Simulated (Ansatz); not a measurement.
# Run report: Ge₁₆H, geometry relaxation (part 2 of 2)

The same run, continued: Ge₁₆H (defect cell, 17 atoms in the cell); DFT PBE, scalar-relativistic, plane waves, PAW, no spin polarisation (Ansatz 0.2.0); cutoff 420 eV, 2×2×2 k-mesh, Fermi–Dirac smearing of 0.05 eV. It belongs to a series of runs on one base structure; here: start relaxed.

Geometry of the input (Å; fractional positions):
```
0.0000  5.6600  5.6600
5.6600  0.0000  5.6600
5.6600  5.6600  0.0000
Ge 0.0000  0.0000  0.0000
Ge 0.1250  0.1250  0.1250
Ge 0.0000  -0.0000  0.5000
Ge 0.1250  0.1250  0.6250
Ge 0.0000  0.5000  -0.0000
Ge 0.1250  0.6250  0.1250
Ge 0.0000  0.5000  0.5000
Ge 0.1250  0.6250  0.6250
Ge 0.5000  0.0000  -0.0000
Ge 0.6250  0.1250  0.1250
Ge 0.5000  -0.0000  0.5000
Ge 0.6250  0.1250  0.6250
Ge 0.5000  0.5000  -0.0000
Ge 0.6250  0.6250  0.1250
Ge 0.5000  0.5000  0.5000
Ge 0.6250  0.6250  0.6250
H  0.2491  0.2394  0.7572
```

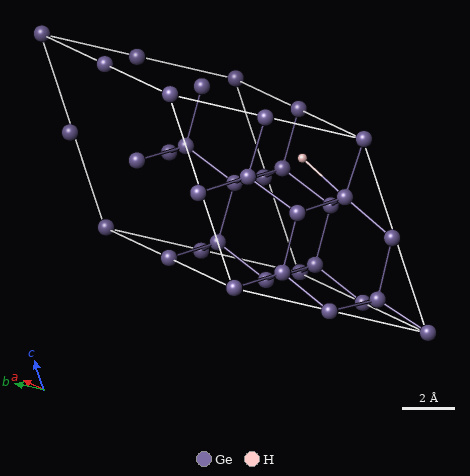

Fig. 1: The geometry at step 7 of the log (ball-and-stick view of the cell of the calculation, seen at an oblique angle).

Trajectory as extended XYZ (Å, eV, eV/Å), 13 frames, from step=1 to step=13:
```
17
Lattice="0.0000 5.6600 5.6600 5.6600 0.0000 5.6600 5.6600 5.6600 0.0000" Properties=species:S:1:pos:R:3:forces:R:3 step=1 energy=-68731.80718
Ge    0.0000    0.0000    0.0000    0.0058  -0.0025   0.0627
Ge    1.4150    1.4150    1.4150   -0.2674  -0.2510   0.2425
Ge    2.8300    2.8300    0.0000   -0.0029   0.0072  -0.0139
Ge    4.2450    4.2450    1.4150    0.2417   0.2580   0.2286
Ge    2.8300    0.0000    2.8300   -0.0772   0.0103  -0.0067
Ge    4.2450    1.4150    4.2450    0.0802  -0.0811  -0.0786
Ge    5.6600    2.8300    2.8300   -0.0096   0.0803  -0.0042
Ge    7.0750    4.2450    4.2450   -0.1902   0.1947  -0.2031
Ge    0.0000    2.8300    2.8300    0.0102  -0.0683   0.0015
Ge    1.4150    4.2450    4.2450   -0.0847   0.0842  -0.0838
Ge    2.8300    5.6600    2.8300    0.0716  -0.0095   0.0041
Ge    4.2450    7.0750    4.2450    0.2180  -0.2134  -0.2426
Ge    2.8300    2.8300    5.6600   -0.0024   0.0042  -0.0077
Ge    4.2450    4.2450    7.0750    0.0774   0.0762   0.0801
Ge    5.6600    5.6600    5.6600   -0.0052   0.0033  -0.0853
Ge    7.0750    7.0750    7.0750   -0.0750  -0.0766   0.0784
H     5.6408    5.6957    2.7647    0.0097  -0.0161   0.0283
17
Lattice="0.0000 5.6600 5.6600 5.6600 0.0000 5.6600 5.6600 5.6600 0.0000" Properties=species:S:1:pos:R:3:forces:R:3 step=2 energy=-68731.83748
Ge   -0.0015    0.0015   -0.0022   -0.0040   0.0041  -0.0527
Ge    1.3893    1.3927    1.4355   -0.0072  -0.0158   0.0192
Ge    2.8315    2.8266    0.0067    0.0005  -0.0004   0.0004
Ge    4.2656    4.2690    1.4329    0.0112   0.0026   0.0164
Ge    2.8250   -0.0007    2.8290    0.0380  -0.0020  -0.0013
Ge    4.2510    1.4100    4.2336   -0.0216   0.0232   0.0150
Ge    5.6611    2.8365    2.8285    0.0029  -0.0352  -0.0020
Ge    7.0637    4.2572    4.2311   -0.0020   0.0002   0.0036
Ge   -0.0024    2.8296    2.8277   -0.0057   0.0466  -0.0057
Ge    1.4059    4.2552    4.2329    0.0232  -0.0219   0.0197
Ge    2.8318    5.6628    2.8272   -0.0433   0.0065  -0.0065
Ge    4.2612    7.0598    4.2237    0.0079  -0.0097   0.0044
Ge    2.8283    2.8331    5.6543    0.0026  -0.0046   0.0082
Ge    4.2507    4.2542    7.0779   -0.0194  -0.0150  -0.0242
Ge    5.6602    5.6607    5.6510    0.0013   0.0004   0.0306
Ge    7.0671    7.0705    7.0777    0.0152   0.0200  -0.0231
H     5.6524    5.6771    2.7968    0.0003   0.0009  -0.0022
17
Lattice="0.0000 5.6600 5.6600 5.6600 0.0000 5.6600 5.6600 5.6600 0.0000" Properties=species:S:1:pos:R:3:forces:R:3 step=3 energy=-68731.83855
Ge   -0.0027    0.0021   -0.0089    0.0006   0.0005  -0.0103
Ge    1.3852    1.3883    1.4399   -0.0079  -0.0082   0.0086
Ge    2.8323    2.8241    0.0117    0.0007   0.0001  -0.0007
Ge    4.2687    4.2718    1.4360    0.0027   0.0024   0.0032
Ge    2.8284   -0.0026    2.8298    0.0020   0.0024  -0.0024
Ge    4.2482    1.4135    4.2333    0.0042  -0.0044  -0.0027
Ge    5.6630    2.8338    2.8287   -0.0019   0.0002  -0.0018
Ge    7.0650    4.2559    4.2326    0.0120  -0.0120   0.0121
Ge   -0.0046    2.8349    2.8270    0.0015   0.0067  -0.0013
Ge    1.4085    4.2533    4.2335   -0.0043   0.0042  -0.0038
Ge    2.8274    5.6650    2.8259   -0.0044  -0.0009  -0.0007
Ge    4.2623    7.0586    4.2230   -0.0047   0.0045   0.0051
Ge    2.8284    2.8332    5.6539   -0.0003   0.0003  -0.0003
Ge    4.2484    4.2537    7.0737    0.0036   0.0025   0.0042
Ge    5.6612    5.6604    5.6526   -0.0010   0.0010  -0.0034
Ge    7.0680    7.0733    7.0738   -0.0022  -0.0034   0.0038
H     5.6530    5.6764    2.7981   -0.0004   0.0043  -0.0095
17
Lattice="0.0000 5.6600 5.6600 5.6600 0.0000 5.6600 5.6600 5.6600 0.0000" Properties=species:S:1:pos:R:3:forces:R:3 step=4 energy=-68731.83898
Ge   -0.0035    0.0021   -0.0123    0.0020   0.0002  -0.0008
Ge    1.3814    1.3845    1.4437   -0.0164  -0.0147   0.0137
Ge    2.8332    2.8207    0.0189    0.0000   0.0038  -0.0084
Ge    4.2706    4.2737    1.4378    0.0053   0.0071   0.0039
Ge    2.8287   -0.0046    2.8311   -0.0042   0.0042  -0.0032
Ge    4.2478    1.4145    4.2317    0.0043  -0.0052  -0.0021
Ge    5.6649    2.8344    2.8293   -0.0035   0.0063  -0.0019
Ge    7.0691    4.2518    4.2367    0.0178  -0.0173   0.0162
Ge   -0.0063    2.8368    2.8272    0.0038  -0.0019  -0.0011
Ge    1.4088    4.2536    4.2323   -0.0057   0.0050  -0.0041
Ge    2.8264    5.6667    2.8254    0.0041  -0.0030   0.0003
Ge    4.2614    7.0596    4.2240   -0.0076   0.0080   0.0049
Ge    2.8283    2.8337    5.6531   -0.0005   0.0007  -0.0013
Ge    4.2483    4.2547    7.0722    0.0026   0.0012   0.0049
Ge    5.6621    5.6600    5.6508   -0.0016   0.0010  -0.0091
Ge    7.0675    7.0738    7.0724   -0.0007  -0.0023   0.0037
H     5.6524    5.6799    2.7904    0.0003   0.0067  -0.0154
17
Lattice="0.0000 5.6600 5.6600 5.6600 0.0000 5.6600 5.6600 5.6600 0.0000" Properties=species:S:1:pos:R:3:forces:R:3 step=5 energy=-68731.83969
Ge   -0.0043    0.0019   -0.0150    0.0030   0.0003   0.0005
Ge    1.3769    1.3800    1.4481   -0.0247  -0.0217   0.0197
Ge    2.8336    2.8172    0.0266    0.0008   0.0056  -0.0124
Ge    4.2727    4.2756    1.4399    0.0071   0.0100   0.0043
Ge    2.8287   -0.0068    2.8327   -0.0052   0.0055  -0.0041
Ge    4.2476    1.4153    4.2303    0.0048  -0.0059  -0.0029
Ge    5.6668    2.8352    2.8302   -0.0045   0.0082  -0.0021
Ge    7.0734    4.2474    4.2413    0.0231  -0.0221   0.0201
Ge   -0.0082    2.8381    2.8278    0.0055  -0.0038  -0.0015
Ge    1.4090    4.2540    4.2310   -0.0067   0.0059  -0.0052
Ge    2.8261    5.6682    2.8253    0.0067  -0.0044   0.0006
Ge    4.2601    7.0609    4.2256   -0.0118   0.0127   0.0071
Ge    2.8282    2.8341    5.6521   -0.0006   0.0008  -0.0015
Ge    4.2482    4.2553    7.0708    0.0026   0.0015   0.0055
Ge    5.6630    5.6595    5.6488   -0.0019   0.0010  -0.0115
Ge    7.0673    7.0743    7.0712   -0.0006  -0.0020   0.0037
H     5.6518    5.6853    2.7780    0.0025   0.0083  -0.0204
17
Lattice="0.0000 5.6600 5.6600 5.6600 0.0000 5.6600 5.6600 5.6600 0.0000" Properties=species:S:1:pos:R:3:forces:R:3 step=6 energy=-68731.84516
Ge   -0.0072    0.0009   -0.0269    0.0058   0.0036  -0.0010
Ge    1.3570    1.3608    1.4665   -0.0577  -0.0521   0.0456
Ge    2.8341    2.8039    0.0573    0.0111   0.0045  -0.0068
Ge    4.2808    4.2844    1.4468    0.0097   0.0130   0.0040
Ge    2.8286   -0.0147    2.8384    0.0014   0.0009  -0.0015
Ge    4.2468    1.4183    4.2247    0.0003  -0.0010  -0.0093
Ge    5.6735    2.8396    2.8331    0.0018   0.0065   0.0016
Ge    7.0922    4.2287    4.2599    0.0220  -0.0213   0.0185
Ge   -0.0148    2.8433    2.8305    0.0056  -0.0033  -0.0043
Ge    1.4105    4.2549    4.2265   -0.0030   0.0033  -0.0077
Ge    2.8255    5.6737    2.8252    0.0110  -0.0018  -0.0001
Ge    4.2530    7.0683    4.2320   -0.0262   0.0270   0.0214
Ge    2.8281    2.8352    5.6494   -0.0007  -0.0003   0.0001
Ge    4.2485    4.2585    7.0661   -0.0004   0.0041   0.0004
Ge    5.6658    5.6583    5.6389    0.0020  -0.0025  -0.0105
Ge    7.0656    7.0753    7.0674   -0.0005   0.0029  -0.0027
H     5.6527    5.7061    2.7290    0.0179   0.0165  -0.0477
17
Lattice="0.0000 5.6600 5.6600 5.6600 0.0000 5.6600 5.6600 5.6600 0.0000" Properties=species:S:1:pos:R:3:forces:R:3 step=7 energy=-68731.86953
Ge   -0.0122   -0.0024   -0.0513    0.0184   0.0259  -0.0270
Ge    1.3137    1.3199    1.5047   -0.1490  -0.1395   0.1076
Ge    2.8279    2.7817    0.1152    0.0588  -0.0024   0.0455
Ge    4.2957    4.3013    1.4575    0.0013  -0.0052  -0.0098
Ge    2.8293   -0.0290    2.8485    0.0401  -0.0217   0.0100
Ge    4.2459    1.4242    4.2134   -0.0145   0.0140  -0.0249
Ge    5.6847    2.8490    2.8367    0.0313  -0.0100   0.0177
Ge    7.1256    4.1956    4.2931   -0.0274   0.0218  -0.0230
Ge   -0.0276    2.8526    2.8370   -0.0026   0.0181  -0.0180
Ge    1.4147    4.2565    4.2168    0.0138  -0.0121  -0.0082
Ge    2.8272    5.6840    2.8257    0.0095   0.0182  -0.0048
Ge    4.2350    7.0875    4.2474   -0.0536   0.0494   0.0631
Ge    2.8285    2.8369    5.6450   -0.0015  -0.0046   0.0026
Ge    4.2502    4.2644    7.0577   -0.0056   0.0135  -0.0121
Ge    5.6692    5.6582    5.6192    0.0186  -0.0171   0.0062
Ge    7.0632    7.0765    7.0610   -0.0031   0.0135  -0.0199
H     5.6700    5.7389    2.6372    0.0656   0.0381  -0.1052
17
Lattice="0.0000 5.6600 5.6600 5.6600 0.0000 5.6600 5.6600 5.6600 0.0000" Properties=species:S:1:pos:R:3:forces:R:3 step=8 energy=-68731.95260
Ge   -0.0205   -0.0101   -0.1045    0.0582   0.1201  -0.1291
Ge    1.2184    1.2289    1.5864   -0.2281  -0.2413   0.1200
Ge    2.7928    2.7507    0.2231    0.2125   0.0430   0.1522
Ge    4.3211    4.3320    1.4686   -0.1010  -0.1521  -0.0709
Ge    2.8367   -0.0556    2.8651    0.1506  -0.0487   0.0137
Ge    4.2456    1.4370    4.1889   -0.0335   0.0415  -0.0278
Ge    5.7030    2.8666    2.8364    0.1018  -0.0351   0.0406
Ge    7.1722    4.1483    4.3446   -0.1960   0.1439  -0.1058
Ge   -0.0546    2.8683    2.8524   -0.0333   0.0949  -0.0642
Ge    1.4268    4.2591    4.1929    0.0685  -0.0645   0.0213
Ge    2.8390    5.7063    2.8264   -0.0078   0.0917  -0.0320
Ge    4.1899    7.1360    4.2889   -0.0392  -0.0068   0.1351
Ge    2.8304    2.8399    5.6350   -0.0145  -0.0113  -0.0109
Ge    4.2547    4.2733    7.0417    0.0068   0.0247  -0.0283
Ge    5.6695    5.6661    5.5869    0.0543  -0.0367   0.0291
Ge    7.0627    7.0794    7.0498   -0.0072   0.0154  -0.0399
H     5.7530    5.7695    2.4819    0.0079   0.0215  -0.0031
17
Lattice="0.0000 5.6600 5.6600 5.6600 0.0000 5.6600 5.6600 5.6600 0.0000" Properties=species:S:1:pos:R:3:forces:R:3 step=9 energy=-68731.95449
Ge   -0.0196   -0.0112   -0.1824    0.1197   0.1324   0.0374
Ge    1.1050    1.1084    1.6855    0.3225   0.3142  -0.3774
Ge    2.7315    2.7258    0.3288    0.2797   0.1298   0.1252
Ge    4.3433    4.3444    1.4453   -0.2603  -0.2463  -0.1575
Ge    2.8731   -0.0836    2.8756    0.0571   0.0162  -0.0295
Ge    4.2528    1.4674    4.1528   -0.0295   0.0317  -0.0206
Ge    5.7337    2.8885    2.8201    0.1088  -0.0146   0.0262
Ge    7.1965    4.1331    4.3757   -0.2034   0.1286  -0.0739
Ge   -0.0855    2.8830    2.8689    0.0337   0.0545  -0.0592
Ge    1.4579    4.2634    4.1498    0.0500  -0.0502   0.0127
Ge    2.8799    5.7379    2.8157   -0.0049   0.0808  -0.0163
Ge    4.1507    7.1834    4.3547   -0.0096  -0.0810   0.0666
Ge    2.8336    2.8445    5.6153   -0.0120  -0.0006  -0.0323
Ge    4.2664    4.2735    7.0152    0.0190   0.0309  -0.0093
Ge    5.6786    5.6808    5.5743    0.0553  -0.0137  -0.0055
Ge    7.0797    7.0858    7.0381   -0.0064   0.0036  -0.0190
H     5.7632    5.7704    2.4313   -0.5204  -0.5170   0.5336
17
Lattice="0.0000 5.6600 5.6600 5.6600 0.0000 5.6600 5.6600 5.6600 0.0000" Properties=species:S:1:pos:R:3:forces:R:3 step=10 energy=-68732.03839
Ge   -0.0282   -0.0221   -0.1165    0.0459   0.0379   0.0494
Ge    1.0979    1.1028    1.7321   -0.0709  -0.0638  -0.0097
Ge    2.6679    2.6665    0.2440    0.1342   0.0747  -0.0435
Ge    4.2337    4.2354    1.3600   -0.0435  -0.0226  -0.1325
Ge    2.9062   -0.0678    2.8791    0.0182   0.0430  -0.0315
Ge    4.2931    1.4701    4.1646   -0.0049  -0.0120  -0.0072
Ge    5.7201    2.9047    2.7814    0.0030  -0.0137   0.0588
Ge    7.1628    4.1611    4.3306    0.0149   0.0699  -0.0538
Ge   -0.0710    2.9135    2.8778    0.0582   0.0034  -0.0390
Ge    1.4654    4.2958    4.1684   -0.0150   0.0049  -0.0057
Ge    2.8960    5.7207    2.7802    0.0051  -0.0166   0.0467
Ge    4.1643    7.1589    4.3200    0.0146   0.0609  -0.0071
Ge    2.8597    2.8621    5.6004   -0.0017  -0.0054   0.0444
Ge    4.2895    4.2935    7.0078   -0.0051   0.0149  -0.0071
Ge    5.7003    5.7049    5.5756   -0.0144  -0.0503   0.0212
Ge    7.1044    7.1077    7.0294    0.0301   0.0463  -0.0758
H     5.7786    5.7879    2.6300   -0.1695  -0.1723   0.1930
17
Lattice="0.0000 5.6600 5.6600 5.6600 0.0000 5.6600 5.6600 5.6600 0.0000" Properties=species:S:1:pos:R:3:forces:R:3 step=11 energy=-68732.06553
Ge   -0.0529   -0.0504   -0.0914   -0.0312  -0.0281  -0.0257
Ge    1.0192    1.0253    1.8010   -0.0533  -0.0632   0.2652
Ge    2.5983    2.5927    0.1871   -0.0093   0.0178  -0.1989
Ge    4.1419    4.1465    1.2804    0.1467   0.1445   0.1018
Ge    2.9507   -0.0249    2.8670   -0.1088   0.0148  -0.0601
Ge    4.3244    1.4951    4.1824    0.0084   0.0236   0.0086
Ge    5.7133    2.9369    2.7608   -0.0221  -0.0606  -0.0400
Ge    7.1829    4.1939    4.2862    0.0580  -0.0486   0.0688
Ge   -0.0295    2.9585    2.8639    0.0107  -0.1217  -0.0506
Ge    1.4926    4.3287    4.1806    0.0189   0.0108   0.0076
Ge    2.9316    5.7196    2.7585   -0.0538  -0.0245  -0.0346
Ge    4.1964    7.1833    4.2838   -0.0342   0.0489   0.0556
Ge    2.8745    2.8793    5.6120   -0.0038  -0.0071   0.0281
Ge    4.3147    4.3226    6.9959    0.0058  -0.0007  -0.0299
Ge    5.7215    5.7204    5.5528   -0.0031   0.0145   0.0506
Ge    7.1138    7.1203    7.0270    0.0390   0.0370  -0.0131
H     5.7474    5.7479    2.8168    0.0322   0.0427  -0.1335
17
Lattice="0.0000 5.6600 5.6600 5.6600 0.0000 5.6600 5.6600 5.6600 0.0000" Properties=species:S:1:pos:R:3:forces:R:3 step=12 energy=-68732.05701 accepted=F
Ge   -0.0373   -0.0331   -0.1277    0.0344   0.0326   0.0343
Ge    0.9681    0.9722    1.8398    0.0866   0.0808  -0.0819
Ge    2.6639    2.6713    0.1697   -0.1573  -0.1714   0.1902
Ge    4.2024    4.2046    1.3138   -0.0705  -0.0701  -0.0370
Ge    2.9304   -0.0333    2.8517   -0.0134   0.0623  -0.0091
Ge    4.3063    1.4936    4.1633    0.0179  -0.0247  -0.0012
Ge    5.7282    2.9196    2.7691   -0.0119   0.0526  -0.0225
Ge    7.1784    4.2037    4.2996    0.0249  -0.0603   0.0338
Ge   -0.0382    2.9313    2.8562    0.0673  -0.0024  -0.0189
Ge    1.4897    4.3088    4.1649   -0.0238   0.0179   0.0012
Ge    2.9166    5.7289    2.7698    0.0486  -0.0112  -0.0259
Ge    4.1965    7.1812    4.3010   -0.0689   0.0289   0.0453
Ge    2.8824    2.8847    5.6054    0.0070   0.0073  -0.0336
Ge    4.3148    4.3150    6.9984   -0.0061   0.0008   0.0069
Ge    5.7228    5.7279    5.5817    0.0349   0.0244  -0.0563
Ge    7.1341    7.1356    7.0229   -0.0447  -0.0427   0.0354
H     5.6817    5.6836    2.7850    0.0749   0.0752  -0.0608
17
Lattice="0.0000 5.6600 5.6600 5.6600 0.0000 5.6600 5.6600 5.6600 0.0000" Properties=species:S:1:pos:R:3:forces:R:3 step=13 energy=-68732.08001
Ge   -0.0400   -0.0380   -0.1109   -0.0166  -0.0151   0.0106
Ge    0.9932    1.0003    1.8256    0.0141   0.0011   0.0527
Ge    2.6134    2.6156    0.2060   -0.0254  -0.0209  -0.0337
Ge    4.1713    4.1743    1.2908    0.0567   0.0571   0.0200
Ge    2.9383   -0.0328    2.8612   -0.0441   0.0058  -0.0026
Ge    4.3201    1.4940    4.1662    0.0043   0.0066   0.0012
Ge    5.7243    2.9343    2.7609   -0.0163  -0.0231  -0.0062
Ge    7.1883    4.1859    4.3048    0.0296   0.0024  -0.0041
Ge   -0.0383    2.9448    2.8622    0.0077  -0.0457  -0.0025
Ge    1.4928    4.3223    4.1666    0.0047   0.0077   0.0003
Ge    2.9317    5.7277    2.7609   -0.0228  -0.0171  -0.0046
Ge    4.1839    7.1915    4.3050   -0.0004   0.0250  -0.0044
Ge    2.8802    2.8819    5.6015    0.0074   0.0082   0.0081
Ge    4.3153    4.3207    6.9932    0.0003  -0.0003  -0.0188
Ge    5.7242    5.7265    5.5603   -0.0028  -0.0002   0.0189
Ge    7.1264    7.1294    7.0213    0.0067   0.0056  -0.0051
H     5.7156    5.7175    2.7892   -0.0033   0.0029  -0.0298
```

Results in brief:

| quantity | value |
| --- | --- |
| outcome | converged |
| electrons treated | 225 |
| free energy | −68732.0800 eV |
| Fermi energy | 8.352 eV |
| final volume | 362.64 Å³ |
| largest force (length of the vector) at the end | 0.083 eV/Å |
| hardware | 2 threads of AMD EPYC (Zen 5), 16 GiB of memory available, shared host |
| wall time | 39 s (CPU time 76 s) |
| peak memory | 1 GiB |

Remarks:

The input asks for low accuracy.
